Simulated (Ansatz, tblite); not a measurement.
# The cluster AsS₃: one state, many levels, part 2 of 2

Aim: run the doublet of the cluster AsS₃ at one geometry on many levels, and compare frontier levels, spin and run time.

Ansatz 0.2.0, Gaussian basis; as each input shows.

### 17 PBE-D4/def2-TZVPD

The input, in.yaml:

```yaml
crystal:
  periodic: [false, false, false]
  atoms:
    - {symbol: As, position_ang: [-0.996444, -0.131461, -0.441688]}
    - {symbol: S, position_ang: [0.668795, 1.511097, 0.630755]}
    - {symbol: S, position_ang: [-1.147331, -1.820218, 0.679507]}
    - {symbol: S, position_ang: [1.474980, 0.440582, -0.868574]}
basis:
  gaussian: {orbitals: def2-TZVPD, initial_orbitals: start.molden}
magnetization: {spin_polarized: true, initial_magnetization: 1}
hamiltonian: {xc: pbe, dispersion: d4}
scf: {omitted_lower_state_checks: [starts]}
output: {orbitals: {seedname: orbitals}}
```

Started as:

```
$ ansatz run in.yaml --threads 4 --pin off --events-out ev --progress --plain --max-ram 3916MiB
```

What it wrote:

```text
Functional definition: PBE
  name "PBE"
  cite "Perdew, Burke & Ernzerhof, Phys. Rev. Lett. 77, 3865 (1996) doi:10.1103/PhysRevLett.77.3865"
  parent pbe
  parameter kappa = 0.804
  parameter beta = 0.06672455060314922
  exchange = pbe_x(kappa = kappa, mu = beta*pi^2/3)
  correlation = pbe_c(beta = beta)
these checks for a lower state are left out or cut short: starts
1286 factors; their error is unknown
mean field evaluation 1: about -93326.4685 eV, gradient 1.3e1 eV
mean field evaluation 2: about -93326.6787 eV, gradient 3.9e-1 eV
mean field evaluation 4: about -93326.6633 eV, gradient 6.6e-2 eV
mean field evaluation 8: about -93326.6633 eV, gradient 2.0e-5 eV
mean field -93326.66327660 eV, -3429.6916163308 hartree, gradient 2.0e-5 eV, S^2 0.754790; 0 other end points of the search recorded, 0 dependent functions left out
reference -93326.66334394 eV, -3429.6916188052 hartree; 41, 40 occupied and 151, 152 virtual orbitals, 1286 factors
Total energy: -93326.87030317 eV, -3429.6992244167 hartree
Checks for a lower state left out: starts
```

It took 4.1 s on 4 threads of Arm Neoverse V1, shared host.

HOMO -6.10 eV, LUMO -5.20 eV (over both spins); ⟨S²⟩ 0.755 (pure: 0.75).

### 18 r2SCAN-D4/def2-TZVPD

in.yaml: that of step 17 with these lines changed.

```diff
@@ -10,3 +10,3 @@
 magnetization: {spin_polarized: true, initial_magnetization: 1}
-hamiltonian: {xc: pbe, dispersion: d4}
+hamiltonian: {xc: r2scan, dispersion: d4}
 scf: {omitted_lower_state_checks: [starts]}
```

Same command.

What it wrote:

```text
Functional definition: r2SCAN
  name "r2SCAN"
  cite "Furness, Kaplan, Ning, Perdew & Sun, J. Phys. Chem. Lett. 11, 8208 (2020) doi:10.1021/acs.jpclett.0c02405"
  cite "Furness, Kaplan, Ning, Perdew & Sun, J. Phys. Chem. Lett. 11, 9248 (2020) doi:10.1021/acs.jpclett.0c03077"
  parent r2scan
  parameter k0 = 0.174
  parameter k1 = 0.065
  parameter a1 = 4.9479
  exchange = r2scan_x(k0 = k0, k1 = k1, a1 = a1)
  correlation = r2scan_c
these checks for a lower state are left out or cut short: starts
1286 factors; their error is unknown
mean field evaluation 1: about -93346.7247 eV, gradient 1.0e1 eV
mean field evaluation 2: about -93346.8494 eV, gradient 2.4e-1 eV
mean field evaluation 4: about -93346.8272 eV, gradient 1.0e-1 eV
mean field evaluation 8: about -93346.8272 eV, gradient 2.0e-5 eV
mean field -93346.82717874 eV, -3430.4326260666 hartree, gradient 2.0e-5 eV, S^2 0.761190; 0 other end points of the search recorded, 0 dependent functions left out
reference -93346.82721142 eV, -3430.4326272677 hartree; 41, 40 occupied and 151, 152 virtual orbitals, 1286 factors
Total energy: -93346.87025426 eV, -3430.4342090627 hartree
Checks for a lower state left out: starts
```

It took 10 s on 4 threads of Arm Neoverse V1, shared host.

From the report: HOMO -6.30 eV, LUMO -5.09 eV (over both spins); ⟨S²⟩ 0.761 (pure: 0.75).

### 19 CCSD(T)/def2-TZVP

in.yaml: that of step 18 with these lines changed.

```diff
@@ -8,6 +8,6 @@
 basis:
-  gaussian: {orbitals: def2-TZVPD, initial_orbitals: start.molden}
+  gaussian: {orbitals: def2-TZVP, initial_orbitals: start.molden}
 magnetization: {spin_polarized: true, initial_magnetization: 1}
-hamiltonian: {xc: r2scan, dispersion: d4}
-scf: {omitted_lower_state_checks: [starts]}
+correlation: {method: ccsd_t}
+scf: {omitted_lower_state_checks: [starts, cluster_reference]}
 output: {orbitals: {seedname: orbitals}}
```

Same command.

What it wrote, shortened:

```text
Functional definition: HF
  name "HF"
  cite "Fock, Z. Phys. 61, 126 (1930) doi:10.1007/BF01340294"
  parent pbe
[...]
985 factors; integrals over basis functions are off by at most 4.4e-4 eV
[...]
mean field -93248.68447236 eV, -3426.8259481308 hartree, gradient 2.8e-6 eV, S^2 0.810939; 0 other end points of the search recorded, 0 dependent functions left out
24 core orbitals not correlated: weight in the atoms' cores, before any rotation towards them, 1.000 or more for the frozen orbitals, at most 0.000 for the correlated occupied ones
reference -93248.68447236 eV, -3426.8259481308 hartree; 17, 16 occupied and 118, 119 virtual orbitals, 985 factors
second order -20.70787343 eV of doubles, -0.00000000 eV of singles
cycle   1  -20.53173691 eV  change    1.8e-1 eV  update   1.6e-1
[...]
cycle  16  -21.40909612 eV  change    3.3e-5 eV  update   2.7e-5
perturbative correction -1.37304143 eV, -0.0504583418 hartree
Total energy: -93271.46660991 eV, -3427.6631762436 hartree
Checks for a lower state left out: starts, cluster_reference
```

It took 1.8 min on 4 threads of Arm Neoverse V1, shared host; peak memory 2.6 GiB.

Hartree-Fock HOMO -9.12 eV, LUMO -0.46 eV (over both spins); ⟨S²⟩ 0.811 (pure: 0.75); T1 0.022.

### 20 RPA/def2-TZVP

in.yaml: that of step 19 with these lines changed.

```diff
@@ -10,4 +10,4 @@
 magnetization: {spin_polarized: true, initial_magnetization: 1}
-correlation: {method: ccsd_t}
-scf: {omitted_lower_state_checks: [starts, cluster_reference]}
-output: {orbitals: {seedname: orbitals}}
+hamiltonian: {xc: pbe}
+correlation: {method: rpa}
+scf: {omitted_lower_state_checks: [starts]}
```

Launched as before.

What it wrote, shortened:

```text
Functional definition: PBE
  name "PBE"
  cite "Perdew, Burke & Ernzerhof, Phys. Rev. Lett. 77, 3865 (1996) doi:10.1103/PhysRevLett.77.3865"
  parent pbe
[...]
985 factors; integrals over basis functions are off by at most 4.4e-4 eV
[...]
mean field -93326.58306291 eV, -3429.6886685317 hartree, gradient 3.4e-6 eV, S^2 0.754708; 0 other end points of the search recorded, 0 dependent functions left out
24 core orbitals not correlated: weight in the atoms' cores, before any rotation towards them, 1.000 or more for the frozen orbitals, at most 0.000 for the correlated occupied ones
reference -93246.75818923 eV, -3426.7551585312 hartree; 17, 16 occupied and 118, 119 virtual orbitals, 985 factors
Total energy: -93279.87057885 eV, -3427.9720164057 hartree
Checks for a lower state left out: starts
```

It took 3.7 s on 4 threads of Arm Neoverse V1, shared host.

From the report: ⟨S²⟩ 0.755 (pure: 0.75).

### 21 Levels side by side

```csv
level,functions,HOMO (eV),LUMO (eV),gap (eV),⟨S²⟩,time
HF/STO-3G,45,-4.91,4.51,9.42,1.492,0.4 s
HF/6-31G,68,-9.47,-1.31,8.16,0.839,0.85 s
PBE-D4/def2-SVP,86,-5.94,-5.05,0.89,0.754,1.1 s
PBE-D4/def2-TZVP,159,-6.03,-5.13,0.89,0.755,2.6 s
PBE-D4/def2-TZVPD,192,-6.10,-5.20,0.90,0.755,4.1 s
revPBE-D4/def2-TZVP,159,-5.98,-5.06,0.92,0.755,2.3 s
r2SCAN-D4/def2-TZVP,159,-6.26,-5.05,1.21,0.761,6.5 s
r2SCAN-D4/def2-TZVPD,192,-6.30,-5.09,1.21,0.761,10 s
B3LYP-D4/6-31G,68,-7.06,-4.86,2.20,0.756,1.4 s
PBE0-D4/def2-SVP,86,-6.98,-4.24,2.75,0.757,1.7 s
PBE0-D4/def2-TZVP,159,-7.01,-4.26,2.75,0.760,4.5 s
PBE0-D4/def2-TZVPD,192,-7.06,-4.31,2.74,0.760,6.5 s
HSE06-D4/def2-TZVP,159,-6.63,-4.65,1.98,0.759,4.8 s
CAM-B3LYP-D4/def2-TZVP,159,-8.08,-3.11,4.97,0.761,5.5 s
```

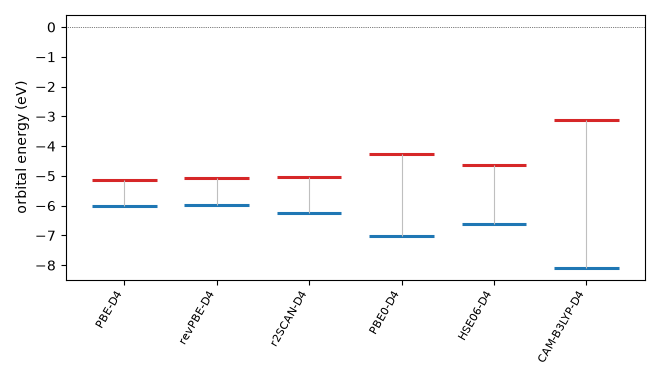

Highest filled (blue) and lowest empty (red) level in def2-TZVP, over both spins.

Energy pieces by basis (eV):

```csv
basis,HF,MP2 correlation,CCSD correlation,(T),total
def2-TZVP,-93248.6845,-20.7079,-21.4091,-1.3730,-93271.4666
```

### 22 Binding energy

Free atoms were run apart at each level; binding is atoms less cluster, divided by the number of atoms, without zero-point or spin-orbit terms.

Differences are taken before rounding.

```csv
method,binding an atom (eV),from CCSD(T)/def2-TZVP (eV),time
HF/STO-3G,0.677,-1.547,0.4 s
HF/6-31G,-0.170,-2.394,0.85 s
HF/def2-TZVP,0.857,-1.368,
PBE-D4/def2-SVP,2.723,+0.499,1.1 s
PBE-D4/def2-TZVP,2.796,+0.572,2.6 s
PBE-D4/def2-TZVPD,2.799,+0.575,4.1 s
revPBE-D4/def2-TZVP,2.679,+0.455,2.3 s
r2SCAN-D4/def2-TZVP,2.595,+0.371,6.5 s
r2SCAN-D4/def2-TZVPD,2.601,+0.377,10 s
B3LYP-D4/6-31G,1.751,-0.473,1.4 s
PBE0-D4/def2-SVP,2.432,+0.207,1.7 s
PBE0-D4/def2-TZVP,2.531,+0.307,4.5 s
PBE0-D4/def2-TZVPD,2.537,+0.312,6.5 s
HSE06-D4/def2-TZVP,2.538,+0.314,4.8 s
CAM-B3LYP-D4/def2-TZVP,2.351,+0.127,5.5 s
B2PLYP/def2-TZVP,2.403,+0.179,6.5 s
PBE-QIDH/def2-TZVP,2.373,+0.149,7.5 s
RPA/def2-TZVP,2.156,-0.068,3.7 s
MP2/def2-TZVP,2.372,+0.148,
CCSD/def2-TZVP,2.019,-0.205,
CCSD(T)/def2-TZVP,2.224,0,1.8 min
```

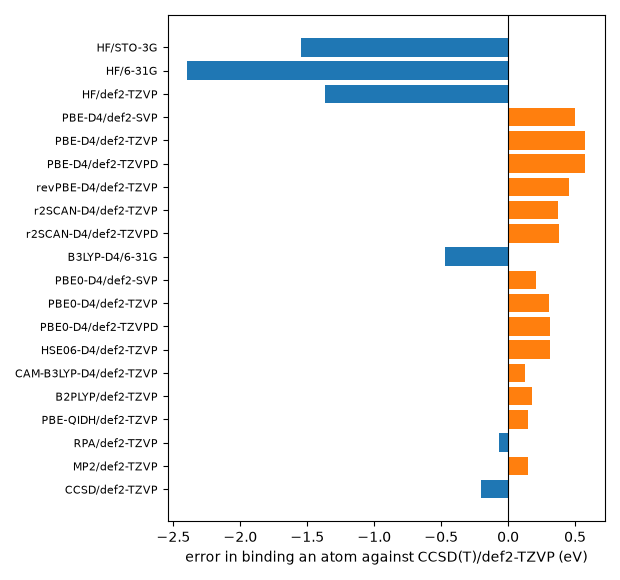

Error of each method against CCSD(T)/def2-TZVP.

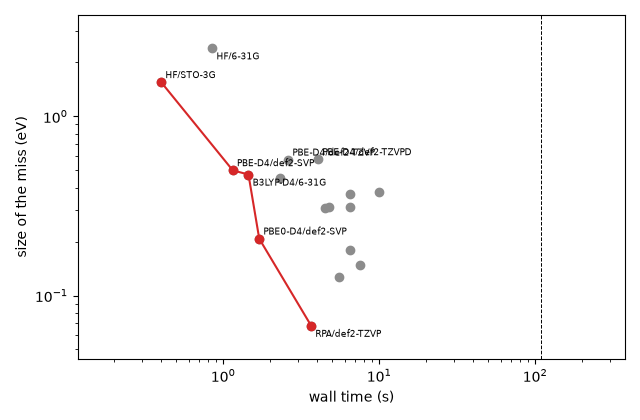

Miss against cost. Red marks the levels that no quicker level drawn beats (of those quicker than the yardstick), and the dashed line is the time of CCSD(T)/def2-TZVP. Only those levels and the largest misses are named. Times are from a shared host.

### 23 What came out

What follows sums up all 2 parts.

```
                                                  quantity                                     value
 gap in def2-TZVP, named functionals, smallest and largest  0.89 eV (PBE-D4), 4.97 eV (CAM-B3LYP-D4)
                     correlation energy, CCSD(T)/def2-TZVP                                 -22.78 eV
                        binding an atom, CCSD(T)/def2-TZVP                                  2.224 eV
⟨S²⟩ in def2-TZVP, named functionals, smallest and largest                              0.755, 0.761
           PBE0 total energy, smallest basis above largest           19.03 eV (def2-SVP, def2-TZVPD)
```

In words: Orbital gaps of the named functionals in def2-TZVP span 0.89 eV (PBE-D4) to 4.97 eV (CAM-B3LYP-D4); exact exchange widens it. A small miss in a minimal or small basis is a cancelling of errors, not accuracy. The functionals in def2-TZVP miss CCSD(T)/def2-TZVP by +0.127 (CAM-B3LYP-D4) to +0.572 eV (PBE-D4) an atom. The reference is CCSD(T) in one finite basis, so it carries an error of its own, often a tenth of an eV or more, and near misses can't be ranked. Over the named functionals in def2-TZVP spin contamination reaches 0.01 (CAM-B3LYP-D4), which is small.

RPA/def2-TZVP reaches 0.068 eV from the reference in 3.7 s, where CCSD(T)/def2-TZVP took 1.8 min; the quickest level in the cost chart, HF/STO-3G, takes 0.4 s and misses by 1.547 eV. The slowest run with a step of its own, CCSD(T)/def2-TZVP, took 1.8 min; the quickest functional in def2-TZVP took 2.3 s (shared host).
